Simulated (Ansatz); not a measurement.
ZrSiH$_{5}$OClF$_{2}$: several calculations on one system

## 1. Relaxation

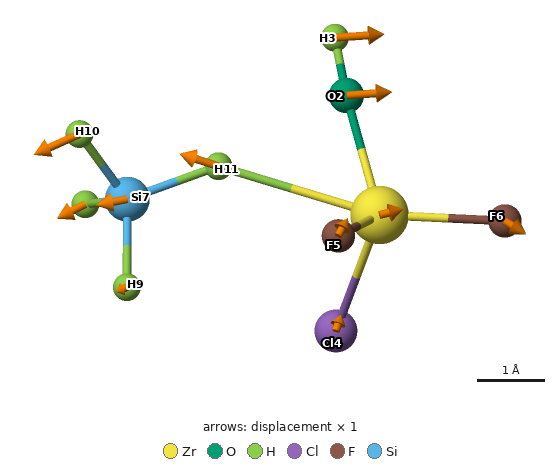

This is a relaxation of ZrSiH5OClF2. The starting structure is drawn; orange arrows show the displacements, at their true length. The two geometries are superimposed by the best rigid fit.

The picture is a ball-and-stick view, seen at a tilt.

The run prepares an end point of a later path (reaction) calculation, from a guessed geometry.

Method: Ansatz, RHF/def2-SVP.

Input
```yaml
crystal:
  periodic: [false, false, false]
  atoms:
    - { symbol: Zr, position_ang: [-0.198741, -0.304168, -0.055328] }
    - { symbol: O, position_ang: [-0.384376, -0.326759, 1.924252] }
    - { symbol: H, position_ang: [-0.525075, -0.379114, 2.851099] }
    - { symbol: Cl, position_ang: [2.059228, -0.618901, -0.764382] }
    - { symbol: F, position_ang: [-0.969125, 1.242622, -0.844231] }
    - { symbol: F, position_ang: [-1.179803, -1.764821, -0.761448] }
    - { symbol: Si, position_ang: [1.689488, 2.680582, 1.382974] }
    - { symbol: H, position_ang: [2.982845, 2.409069, 2.04802] }
    - { symbol: H, position_ang: [1.911928, 3.086095, -0.018458] }
    - { symbol: H, position_ang: [0.962264, 3.743994, 2.113625] }
    - { symbol: H, position_ang: [0.880368, 1.452503, 1.461876] }
basis:
  gaussian: { orbitals: def2-SVP }
hamiltonian:
  xc: hf
relax:
  f_tol: 0.03
  max_steps: 50
```

Launched with:
```bash
ansatz run input.yaml --threads 2 --pin off --max-ram 3072MiB --backend cpu --events-out ev --progress --plain --runs-dir out
```

Question: What happened in the run?

Answer: After 17 geometry steps the energy has fallen by 0.335 eV. The largest force component goes from 2.4 to 0.0019 eV/Å. The forces were under the threshold at step 10, but the run went on from there. The largest moves after the best rigid fit, 0.76 Å, are those of H3 and H10. By element the largest moves are H 0.76 Å, O 0.70 Å, Si 0.48 Å, F 0.39 Å, Zr 0.38 Å, Cl 0.27 Å. Among the contacts that change: Zr1–H11 2.560 → 3.493 Å, Zr1–O2 1.988 → 1.895 Å, Si7–H11 1.473 → 1.484 Å, Zr1–F5 1.900 → 1.905 Å. Bond angles that change, for instance: Cl4–Zr1–F6 106.1° → 109.1°, O2–Zr1–F5 112.6° → 110.0°, F5–Zr1–F6 105.2° → 107.7°.

Limits of the set-up: Hartree-Fock leaves out electron correlation.

## 2. Relaxation

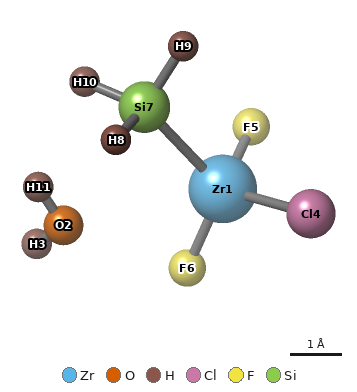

Starting structure of ZrSiH$_{5}$OClF$_{2}$. A ball-and-stick model, seen from a free direction.

The run prepares an end point of a later path (reaction) calculation, from a guessed geometry.

Level of theory: Ansatz 0.2.0, RHF/def2-SVP.

The input:
```yaml
crystal:
  periodic: [false, false, false]
  atoms:
    - { symbol: Zr, position_ang: [0.340946, 0.340829, -0.630676] }
    - { symbol: O, position_ang: [0.133851, 0.129632, 2.619492] }
    - { symbol: H, position_ang: [-0.675715, -0.159768, 3.020087] }
    - { symbol: Cl, position_ang: [2.2346, -0.385198, -1.862808] }
    - { symbol: F, position_ang: [-0.801281, 1.441015, -1.671393] }
    - { symbol: F, position_ang: [-0.686796, -1.102607, 0.080783] }
    - { symbol: Si, position_ang: [1.410048, 2.197133, 0.935465] }
    - { symbol: H, position_ang: [2.454121, 1.66824, 1.857491] }
    - { symbol: H, position_ang: [2.048586, 3.269539, 0.119924] }
    - { symbol: H, position_ang: [0.398039, 2.86308, 1.808518] }
    - { symbol: H, position_ang: [0.372602, 0.959204, 3.061117] }
basis:
  gaussian: { orbitals: def2-SVP }
hamiltonian:
  xc: hf
relax:
  f_tol: 0.03
  max_steps: 50
output:
  orbitals: {}
```

Command:
```bash
ansatz run input.yaml --threads 2 --pin off --max-ram 3072MiB --backend cpu --events-out ev --progress --plain --runs-dir out
```

Q: What does the optimiser find from here?

A: The energy falls by 15.4 kcal/mol in 12 accepted moves (16 points after the start). The largest force component goes from 1.3 to 0.023 eV/Å. The line search rejected the trial steps at points 1, 7, 10, 14 of the run. H3 moves most after the best rigid fit: 0.81 Å. By element the largest moves are H 0.81 Å, O 0.56 Å, Cl 0.52 Å, Zr 0.44 Å, F 0.42 Å, Si 0.36 Å. Near-neighbour distances that change, for instance: Zr1–H3 3.823 → 2.850 Å, Zr1–O2 3.264 → 2.317 Å, Zr1–H11 3.743 → 3.055 Å, Zr1–Si7 2.654 → 2.842 Å. New bonds form, among them: Zr1–O2 (3.26 → 2.32 Å). Among the angles between lasting bonds that change: F6–Zr1–Si7 121.7° → 142.2°, Cl4–Zr1–F6 113.1° → 104.4°, F5–Zr1–F6 108.6° → 102.3°. Cost: 74 s on 2 threads of Arm Neoverse V1, with other jobs on the host, peak memory 0.33 GiB.

Final geometry:

```xyz
11

Zr    0.2303    0.3047   -0.2020
O    -0.0581    0.1192    2.0891
H    -0.5840   -0.6254    2.3661
Cl    2.0665   -0.5819   -1.4154
F    -0.9441    1.2980   -1.3045
F    -0.8464   -1.2538    0.2518
Si    1.5923    2.5094    0.9642
H     2.6622    2.0450    1.9042
H     2.2263    3.4653    0.0172
H     0.6638    3.3048    1.8326
H     0.2203    0.6357    2.8347
```

The end point in the same view:

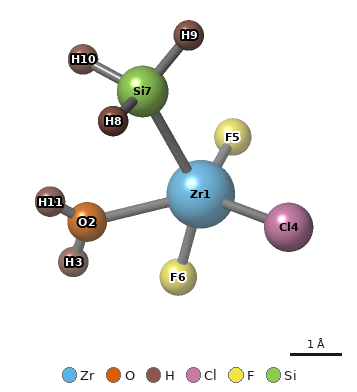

Limits of the set-up: the start holds two separate molecules, 2.3 Å apart at their closest, whose relative position is a soft coordinate and is computed without a dispersion correction; Hartree-Fock leaves out electron correlation.

## 3. Path

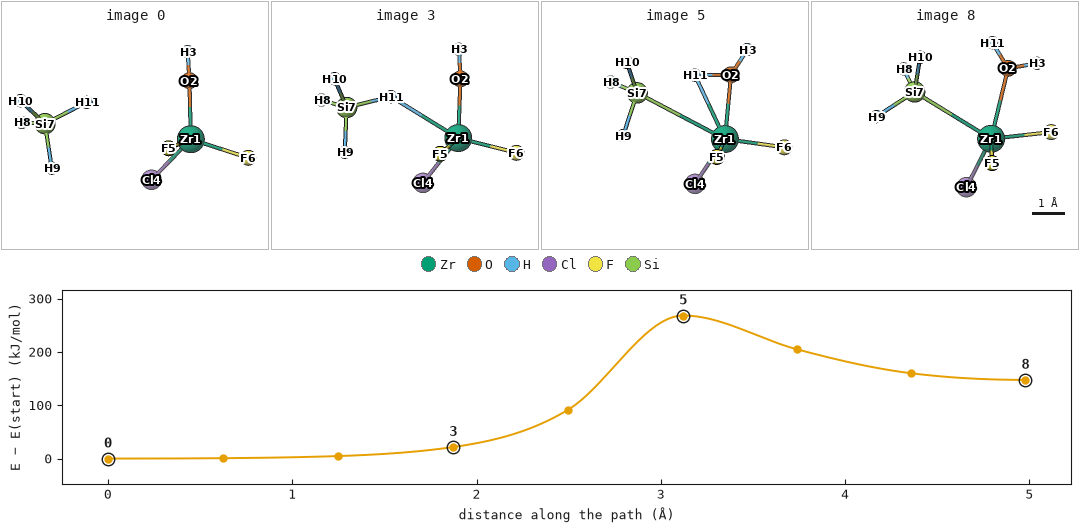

NEB run on ZrSiH5OClF2, made up at the start of ZrHOClF2 and SiH$_{4}$. Images are numbered from 0 (start) to 8 (end). A ball-and-stick model, seen face on.

Theory: Ansatz, RHF/def2-SVP. Settings: 7 movable images; climbing image; force threshold 0.03 eV/Å; iteration limit 60; starting path through a guess of the saddle point.

Read off the barrier and say what moves.

The energy climbs by 268.3 kJ/mol to image 5 and then falls by 120.8 kJ/mol, so the end point sits at +147.6 kJ/mol. Breaking: Si7–H11 (1.48 → 1.96 at the top → 2.98 Å). Forming: O2–H11 (3.38 → 1.17 at the top → 0.95 Å), Zr1–Si7 (4.64 → 3.14 at the top → 2.84 Å). The band converged in 20 iterations. The largest component of the band force went from 10 to 0.029 eV/Å. The climbing image converged on the top of the path. Its vibrational analysis gives one imaginary mode (1692i cm⁻¹), as a transition state must have.

Limits of the set-up: the start holds two separate molecules, 3.3 Å apart at their closest, whose relative position is a soft coordinate and is computed without a dispersion correction; Hartree-Fock leaves out electron correlation.

The run took 7.5 min on 2 threads of Arm Neoverse V1 (shared host), peak memory 0.34 GiB.
